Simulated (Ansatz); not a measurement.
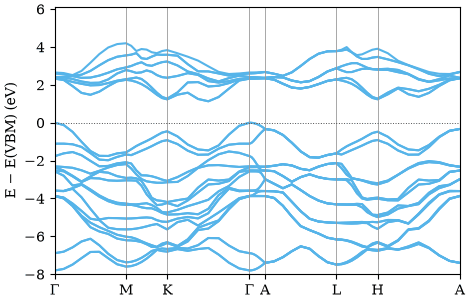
Fig. 1. Band structure from plane-wave PAW r²SCAN+D4 with spin–orbit coupling (Ansatz code)

### Question
Read off the gap and where the band edges lie.

### Answer
About 1.1 eV (1.12 eV by a search for the band edges); maximum at Γ, minimum on the K–Γ line, 48 % of the way from K.

The material is WS2 in space group P6_3/mmc (No. 194; W on 2c, S on 4f).

Symmetry was held in the r²SCAN+D4 relaxation; of distortions, only those at the zone centre were tested. The run is not spin-polarised.

Potentials: the later of the program's two PAW sets.
